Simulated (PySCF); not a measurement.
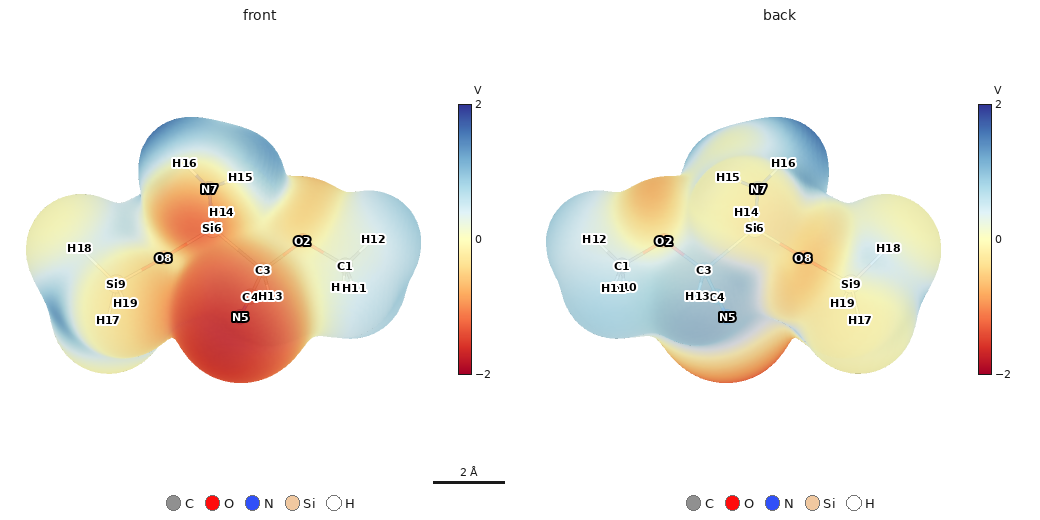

Figure 1: C3H10N2O2Si2. The electrostatic potential painted on the density surface at 0.001 e/bohr³, seen from the front and from behind; red is negative and blue positive.

Geometry: GFN2-xTB.

The calculation used PBE0/pcSseg-1, SCF density, gas phase, non-relativistic in PySCF.

| atom | x (Å) | y (Å) | z (Å) |
| --- | --- | --- | --- |
| C | 3.2271 | 0.0730 | -0.0396 |
| O | 1.9568 | 0.2713 | -0.6121 |
| C | 0.9065 | -0.3849 | 0.0832 |
| C | 0.6876 | 0.1480 | 1.3985 |
| N | 0.4989 | 0.5897 | 2.4387 |
| Si | -0.6551 | -0.1439 | -1.0171 |
| N | -0.7906 | 1.5543 | -1.1853 |
| O | -1.9481 | -0.7483 | -0.2679 |
| Si | -3.1806 | -0.7451 | 0.7974 |
| H | 3.2674 | 0.4526 | 0.9876 |
| H | 3.4959 | -0.9911 | -0.0344 |
| H | 3.9343 | 0.6226 | -0.6586 |
| H | 1.1325 | -1.4579 | 0.1911 |
| H | -0.5187 | -0.9789 | -2.2086 |
| H | 0.0511 | 2.0894 | -1.3258 |
| H | -1.5621 | 1.9545 | -1.6936 |
| H | -3.3756 | -2.1637 | 1.0888 |
| H | -4.3198 | -0.1720 | 0.0799 |
| H | -2.8170 | 0.0397 | 1.9703 |

Question: Where is the surface potential most negative and most positive?

Answer: The most negative region (about −1.7 V) lies over N5, the most positive (about +1.5 V) over H16. N5 is the likeliest acceptor of a hydrogen bond.

Question: How polar is the molecule by this calculation?

Answer: Its dipole moment is 2.93 D.
